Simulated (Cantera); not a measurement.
Input: 1 mol Si₂Cl₆, 0.45 mol Cl₂, a varied amount of N₂, equilibrated at 1523 K and 1000 Pa.

Cantera equilibrium calculation (NASA polynomials, part measured and part estimated; ideal gas, pure solids and liquids). Candidate condensed phases: Si, Si₃N₄; 13 gas species. The feed counts by its element totals alone. The tables' values for SiCl₃ are old estimates; treat these amounts as uncertain. The numbers say what is thermodynamically allowed, not how fast it happens.

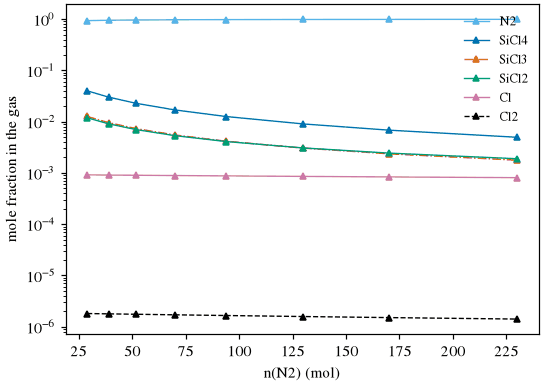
Figure. Equilibrium gas composition (values under 1e-9 drawn at 1e-9)

From 29 mol N₂ to 230 mol N₂ nothing is condensed. The main Si-bearing gas is SiCl₄ throughout.
